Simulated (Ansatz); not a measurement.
Structure (in its standard cell), the end point of a relaxation with Ansatz, DFT, PAW plane waves, r2scan; the starting structure was generated, so it need not be a known form of this composition:

Space group P2_1/m (No. 11). a = 6.276 Å, b = 3.918 Å, c = 6.874 Å, α = 90.00°, β = 113.08°, γ = 90.00°
| atom | site | symmetry | x | y | z |
| --- | --- | --- | --- | --- | --- |
| Ce | 2e | m | 0.3109 | 0.2500 | 0.1337 |
| Cl | 2e | m | 0.2448 | 0.7500 | 0.4425 |
| O | 2e | m | 0.1016 | 0.7500 | 0.9176 |
| H | 2e | m | 0.1113 | 0.7500 | 0.7808 |
| O | 2e | m | 0.5753 | 0.7500 | 0.1663 |
| H | 2e | m | 0.6980 | 0.7500 | 0.3059 |

> What does the kinematic electron diffraction pattern along [011] look like at 120 kV (B = 0.5 Å²)?

The spots form an oblique net whose two shortest vectors correspond to d = 5.77 Å and 3.33 Å, 78.1° apart. They are 1 0 0 and 0 -1 1. The pattern has symmetry 2. No reflection of this zone is absent.

Strongest reflections with d > 1.37 Å, one of each family (|F|² from tabulated Gaussian fits of the electron scattering factors, times a small damping for the curvature of the Ewald sphere):

| hkl | d (Å) | I (strongest = 100) |
| --- | --- | --- |
| 1 1 -1 | 3.183 | 100 |
| 2 0 0 | 2.887 | 93 |
| 3 1 -1 | 1.839 | 73 |
| 1 -1 1 | 2.657 | 70 |
| 2 -1 1 | 1.988 | 58 |
| 0 1 -1 | 3.330 | 34 |

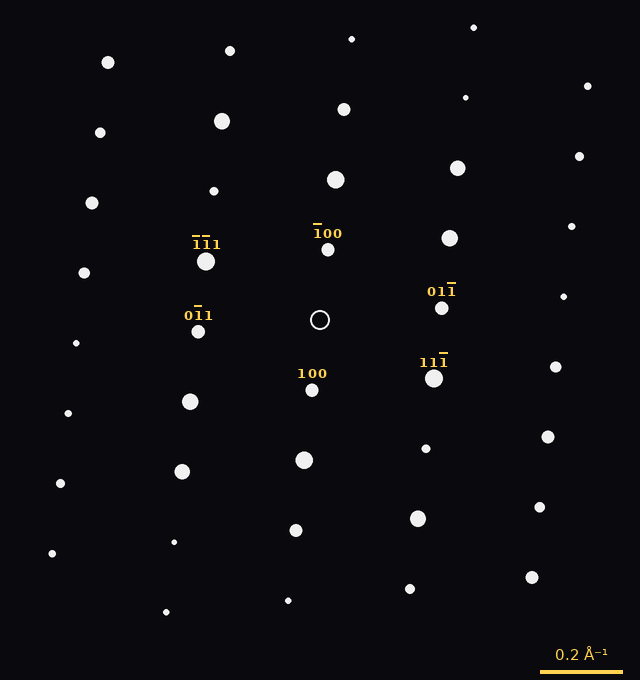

Calculated pattern, seen from the source side with [011] pointing towards the source.
